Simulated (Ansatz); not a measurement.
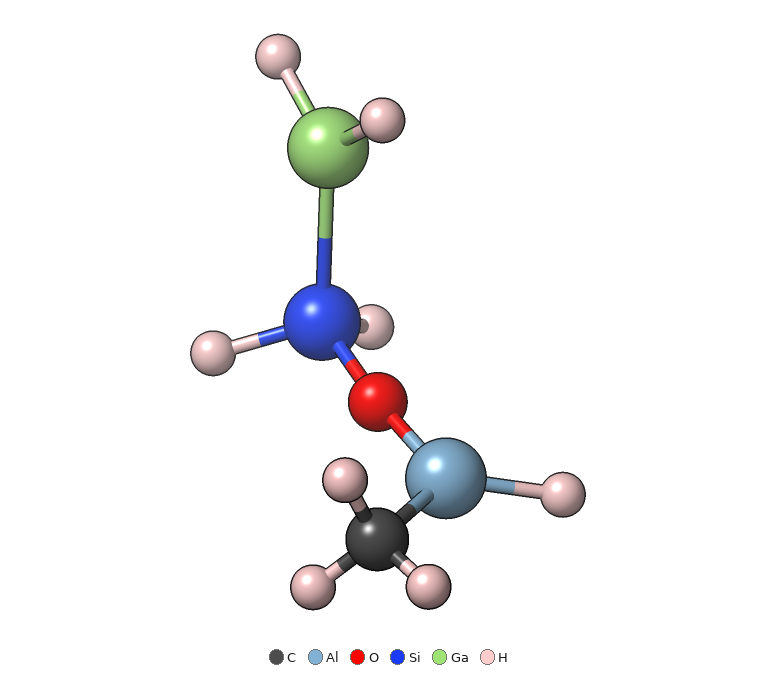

Rendered structure (ball-and-stick style). Every bond is drawn as one stick, whatever its order.

Computed geometry: PBE0-D4/def2-TZVP optimisation.

Identify the structure.

It has 13 atoms: 1 carbon, 8 hydrogen, 1 aluminium, 1 gallium, 1 oxygen and 1 silicon (CH8AlGaOSi). Its SMILES string is `[CH3][AlH][O][SiH2][GaH2]`. Among its groups: Si–H bond, Si–O bond. The point group is C1. Coordination: 1 C tetrahedral; 1 Al trigonal planar; 1 O linear; 1 Si tetrahedral; 1 Ga trigonal planar.

The parts below concern this one geometry. Atoms keep their numbers from picture to picture.

## Shape

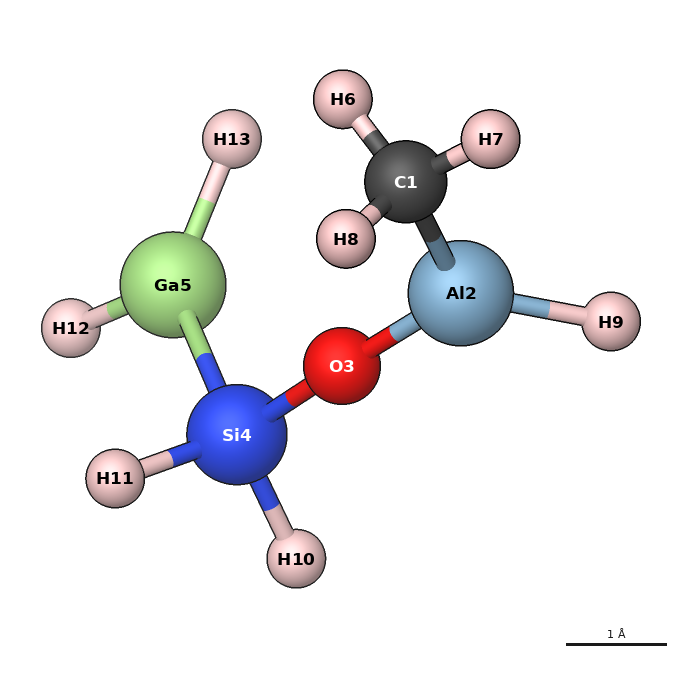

Numbered structure.

Which atoms are bonded, and how long are the bonds?

```tsv
bond	length (Å)
C1–Al2	1.942
C1–H6	1.095
C1–H7	1.093
C1–H8	1.095
Al2–O3	1.687
Al2–H9	1.584
O3–Si4	1.628
Si4–Ga5	2.417
Si4–H10	1.495
Si4–H11	1.495
Ga5–H12	1.576
Ga5–H13	1.578
```

## Vibrations

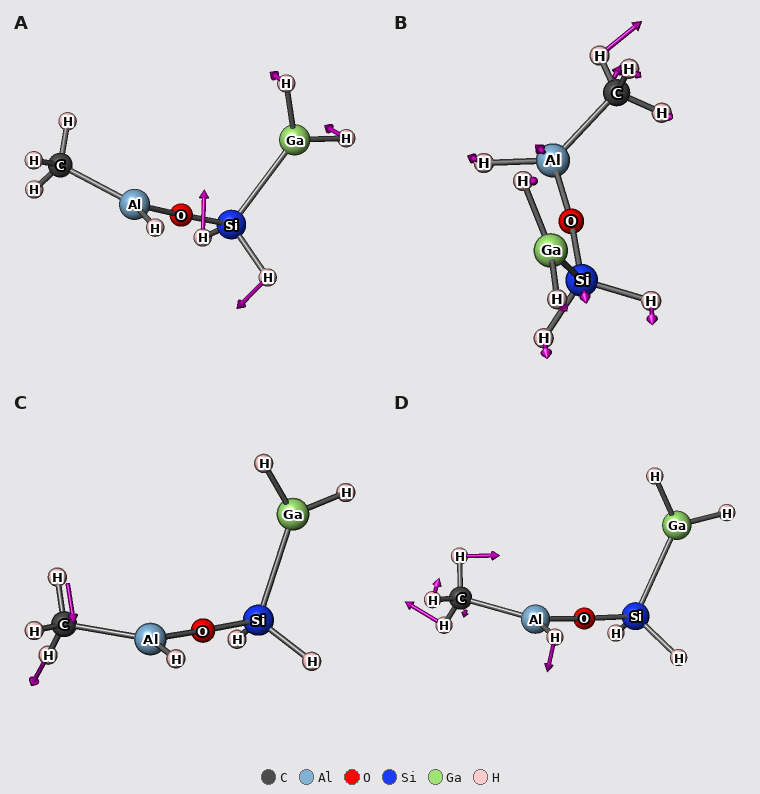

4 normal modes of one molecule or complex, as arrows. Harmonic vibrations computed with RKS PBE0-D4/def2-TZVP (Ansatz 0.2.0) at a stationary point of the same level.

Match the panels to the wavenumbers 350 cm⁻¹, 519 cm⁻¹, 674 cm⁻¹, 3113 cm⁻¹.

A: 350 cm⁻¹, Ga–Si–H bending
B: 519 cm⁻¹
C: 3113 cm⁻¹, out-of-phase stretching of 2 C–H bonds
D: 674 cm⁻¹, Al–C–H bending

## Dipole moment

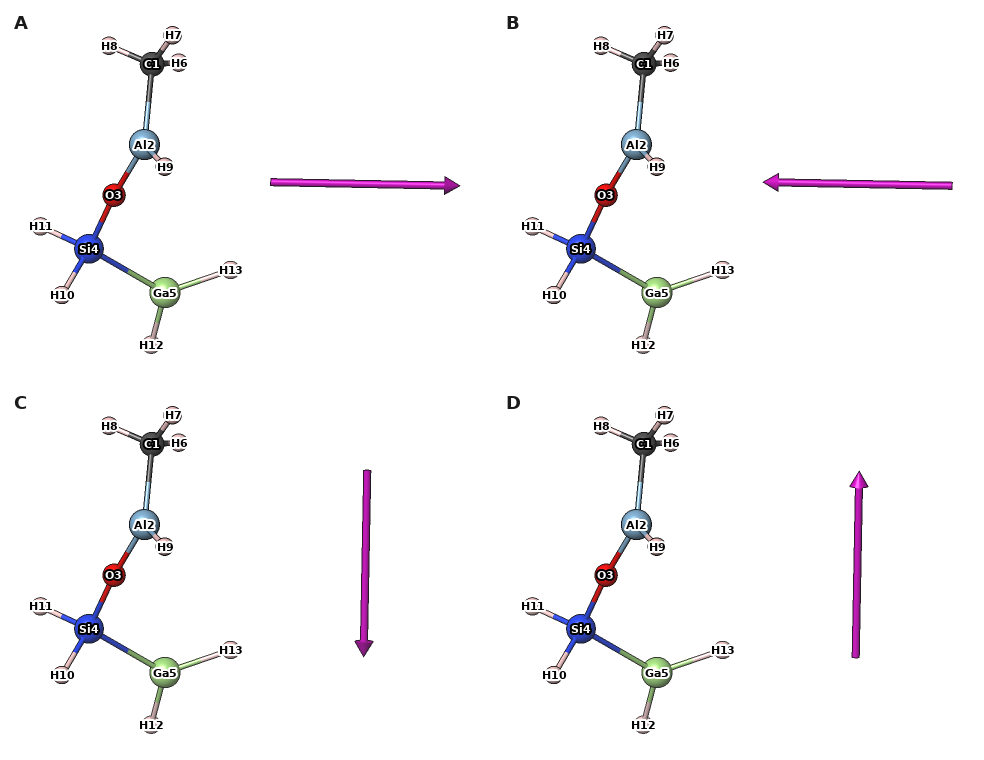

The same molecule four times, each with an arrow. Method: RKS r2SCAN-D4/def2-TZVPP (Ansatz 0.2.0).

Which arrow points along the dipole moment, from the negative to the positive end?

D. The dipole moment is 1.19 D; it points from the side of H12 to the side of H7 (the outermost atoms at the two ends).

## Charges

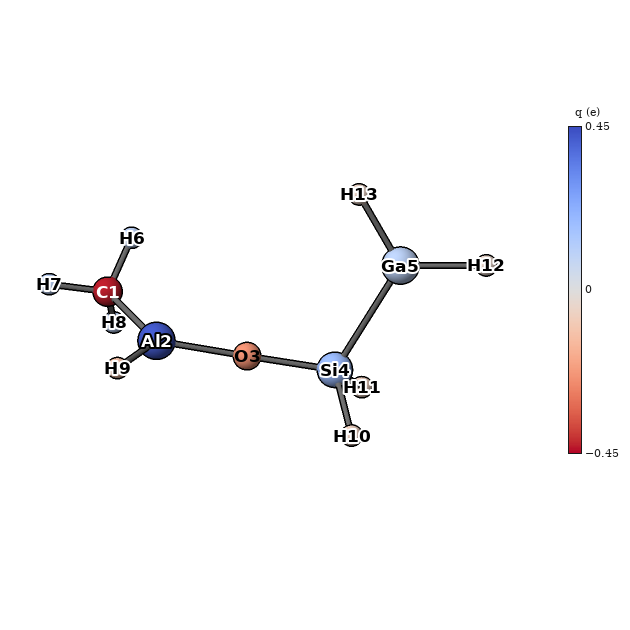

Atoms are coloured by their Mulliken charges. Level of theory: RKS PBE-D4/def2-TZVPP (Ansatz 0.2.0).

Which atom carries the highest charge (most positive or least negative)?

Al2 (0.42 e).

And the lowest?

C1 (−0.43 e).

List the Mulliken charges.

```csv
atom,value (e)
C1,−0.43
Al2,0.42
O3,−0.24
Si4,0.19
Ga5,0.10
H6,0.10
H7,0.10
H8,0.10
H9,−0.11
H10,−0.06
H11,−0.06
H12,−0.04
H13,−0.05
```

Mulliken values depend strongly on the basis set and can even reverse the polarity of a bond.
